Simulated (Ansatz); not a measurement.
A series of calculations on TiH5O3Cl

### Relaxation

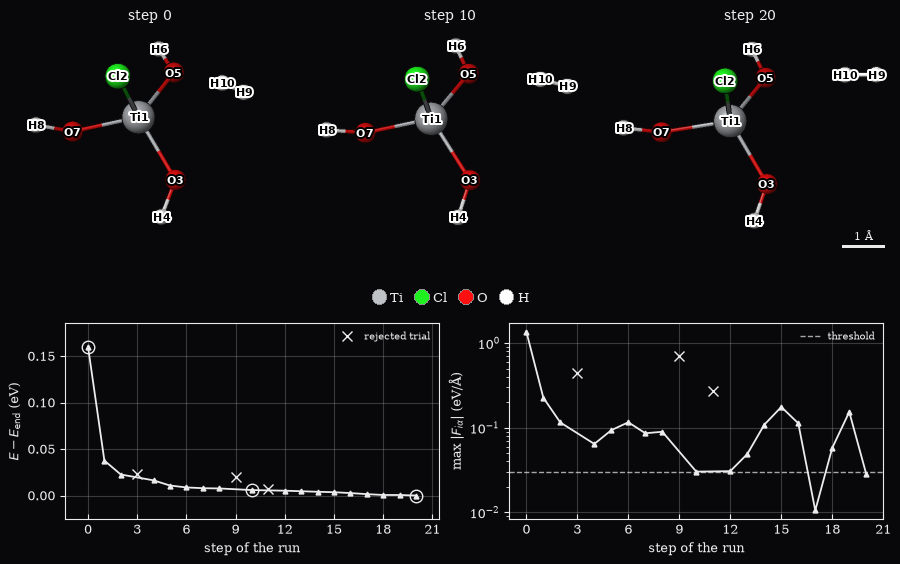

Frames of a relaxation of TiH₅O₃Cl, marked on the history of the run. A ball-and-stick model, seen at a tilt.

The run prepares an end point of a later path (reaction) calculation, from a guessed geometry.

Method: RKS B3LYP-D4/def2-SVP (Ansatz).

Input
```yaml
crystal:
  periodic: [false, false, false]
  atoms:
    - { symbol: Ti, position_ang: [-0.076352, -0.129752, 0.048235] }
    - { symbol: Cl, position_ang: [-0.166788, -0.253974, 2.379907] }
    - { symbol: O, position_ang: [1.579824, -0.215853, -0.59782] }
    - { symbol: H, position_ang: [2.070887, -0.993088, -0.894214] }
    - { symbol: O, position_ang: [-0.898424, 1.305485, -0.60861] }
    - { symbol: H, position_ang: [-1.808922, 1.385802, -0.921042] }
    - { symbol: O, position_ang: [-0.961708, -1.574404, -0.459206] }
    - { symbol: H, position_ang: [-1.407531, -2.276714, 0.030524] }
    - { symbol: H, position_ang: [1.376189, 2.189579, 1.016261] }
    - { symbol: H, position_ang: [1.131226, 1.825919, 1.585365] }
basis:
  gaussian: { orbitals: def2-SVP }
hamiltonian:
  xc: b3lyp
  dispersion: d4
relax:
  f_tol: 0.03
  max_steps: 50
output:
  orbitals: {}
```

Command:
```bash
ansatz run input.yaml --threads 4 --pin off --max-ram 5120MiB --backend cpu --events-out ev --progress --plain --runs-dir out
```

Describe the path.

Answer. Over 17 accepted moves (20 points after the start) the energy falls by 0.160 eV. Largest force component: 1.4 eV/Å at the start, 0.028 eV/Å at the end. The line search rejected the trial steps at points 3, 9, 11 of the run. The forces were under the threshold at step 17, but the run went on from there. H9 moves most after the best rigid fit: 1.24 Å. By element the largest moves are H 1.24 Å, O 0.33 Å, Cl 0.32 Å, Ti 0.30 Å. Among the contacts that change: Ti1–H9 2.903 → 4.372 Å, Ti1–H10 2.765 → 3.776 Å, Ti1–Cl2 2.337 → 2.237 Å, H9–H10 0.718 → 0.762 Å. Bond angles that change, for instance: Ti1–O7–H8 132.8° → 144.8°, Cl2–Ti1–O3 113.3° → 110.1°, Cl2–Ti1–O7 102.9° → 106.0°. From step 0 to 10: H9 moves most (0.66 Å), energy −0.154 eV. From step 10 to 20: H9 moves most (0.65 Å), energy −0.006 eV.

```
step  E − E(0), eV  largest force component, eV/Å      note
   0        0.0000                         1.3679          
   1       -0.1226                         0.2265          
   2       -0.1376                         0.1156          
   3       -0.1371                         0.4501  rejected
   4       -0.1439                         0.0645          
   5       -0.1495                         0.0938          
   6       -0.1515                         0.1163          
   7       -0.1524                         0.0863          
   8       -0.1526                         0.0898          
   9       -0.1399                         0.7038  rejected
  10       -0.1544                         0.0304          
  11       -0.1534                         0.2721  rejected
  12       -0.1550                         0.0308          
  13       -0.1556                         0.0490          
  14       -0.1562                         0.1088          
  15       -0.1567                         0.1764          
  16       -0.1576                         0.1131          
  17       -0.1587                         0.0106          
  18       -0.1596                         0.0579          
  19       -0.1597                         0.1539          
  20       -0.1602                         0.0284
```

Limits of the set-up: the start holds two separate molecules, 2.6 Å apart at their closest, whose relative position is a soft coordinate.

### Relaxation

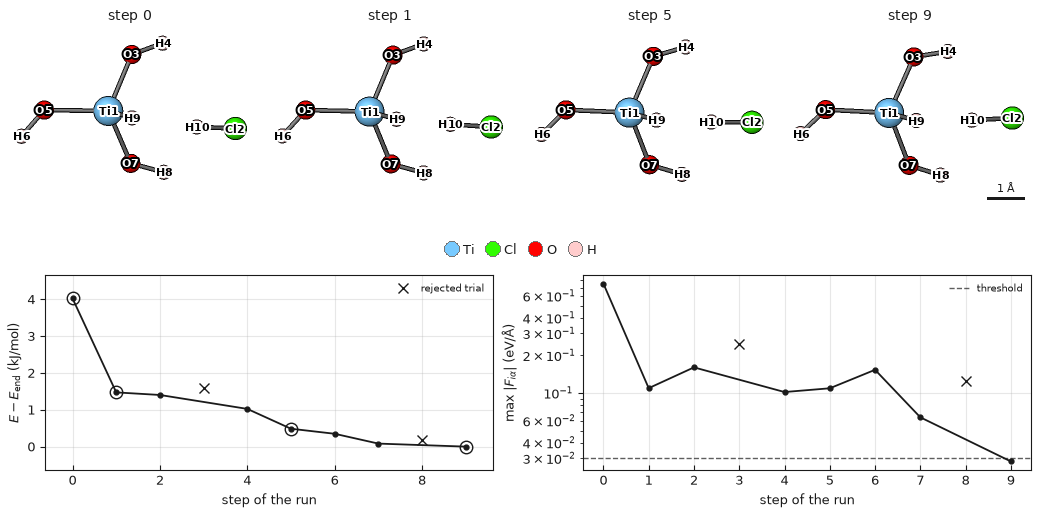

Frames of a relaxation of TiH₅O₃Cl, marked on the history of the run. The picture is a ball-and-stick view, seen face on.

The run prepares an end point of a later path (reaction) calculation, from a guessed geometry.

Level of theory: Ansatz 0.2.0, RKS B3LYP-D4/def2-SVP. Settings: no spin polarisation; force threshold 0.03 eV/Å; at most 50 steps.

**Describe the path.**

Cl2 moves most after the best rigid fit: 0.31 Å. Largest moves by element: Cl 0.31 Å, H 0.30 Å, O 0.09 Å, Ti 0.06 Å. Near-neighbour distances that change, for instance: Ti1–H10 2.751 → 2.574 Å, Ti1–Cl2 3.574 → 3.447 Å, Ti1–H9 1.705 → 1.729 Å, Cl2–H10 1.344 → 1.332 Å. Bond angles that change, for instance: Ti1–O3–H4 135.3° → 124.6°, Ti1–O7–H8 129.7° → 132.5°, Ti1–O5–H6 129.4° → 131.8°. Over 7 accepted moves (9 points after the start) the energy falls by 4.02 kJ/mol. The largest force component goes from 0.75 to 0.028 eV/Å. The line search rejected the trial steps at points 3, 8 of the run. From step 0 to 1: H10 moves most (0.19 Å), energy −2.55 kJ/mol. From step 1 to 5: Cl2 moves most (0.13 Å), energy −0.99 kJ/mol. From step 5 to 9: H4 moves most (0.15 Å), energy −0.49 kJ/mol.

### Path

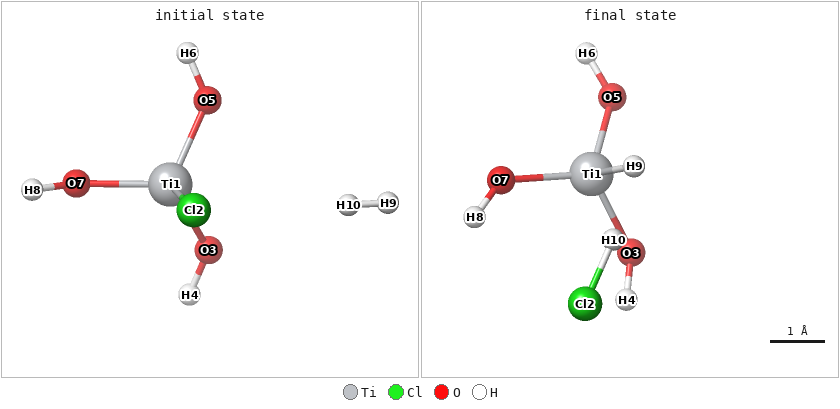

The two relaxed end points of a path for TiH₅O₃Cl, made up at the start of TiH3O3Cl and H2. A ball-and-stick model, seen at a tilt.

All numbers below come from RKS B3LYP-D4/def2-SVP (Ansatz).

Settings: 5 movable images; climbing image; force threshold 0.03 eV/Å; iteration limit 60.

Start:
```xyz
10

Ti   -0.2016   -0.3305   -0.1287
Cl   -0.0817   -0.1160    2.0944
O     1.4342   -0.4272   -0.8242
H     2.0007   -1.1921   -0.9867
O    -1.0192    1.0829   -0.8379
H    -1.9560    1.2426   -1.0092
O    -1.1132   -1.8141   -0.4253
H    -1.5701   -2.5542   -0.0104
H     1.8724    3.0046    1.7922
H     1.4730    2.3668    1.9151
```

End:
```xyz
10

Ti   -0.1845    0.3841   -0.3876
Cl    1.5478   -0.6465    2.4089
O     1.4365   -0.1321   -0.9054
H     2.0448   -0.6594   -0.3655
O    -1.0139    1.3453   -1.6344
H    -1.9503    1.4590   -1.8431
O    -1.1986   -0.8329    0.4074
H    -1.0017   -1.5292    1.0483
H     0.1862    1.4284    0.9394
H     0.9721    0.4464    1.9114
```

### Predict the minimum-energy path and its barrier.

The energy climbs by 1.52 eV to image 5 and then falls by 0.07 eV, so the end point sits at +1.44 eV. Breaking: H9–H10 (0.76 → 1.10 at the top → 1.59 Å), Ti1–Cl2 (2.24 → 2.96 at the top → 3.45 Å). Forming: Cl2–H10 (2.93 → 1.50 at the top → 1.33 Å), Ti1–H9 (4.37 → 1.80 at the top → 1.73 Å). The band is converged. At the top, the vibrational analysis gives one imaginary mode (301i cm⁻¹), as a transition state must have.

Energies of the converged images:

```json
{"image": "0", "path (Å)": "0.00", "E (eV)": "0.000"}
{"image": "1", "path (Å)": "1.25", "E (eV)": "0.000"}
{"image": "2", "path (Å)": "2.50", "E (eV)": "0.012"}
{"image": "3", "path (Å)": "3.74", "E (eV)": "0.257"}
{"image": "4", "path (Å)": "4.99", "E (eV)": "0.760"}
{"image": "5", "path (Å)": "6.23", "E (eV)": "1.517"}
{"image": "6", "path (Å)": "6.97", "E (eV)": "1.445"}
```

The geometry at the top of the path:

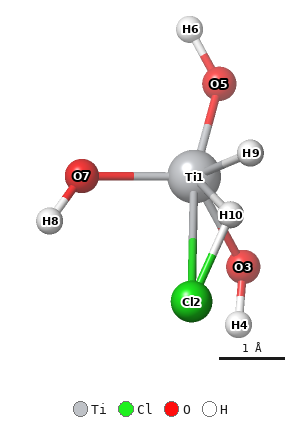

Limits of the set-up: the start holds two separate molecules, 2.9 Å apart at their closest, whose relative position is a soft coordinate.
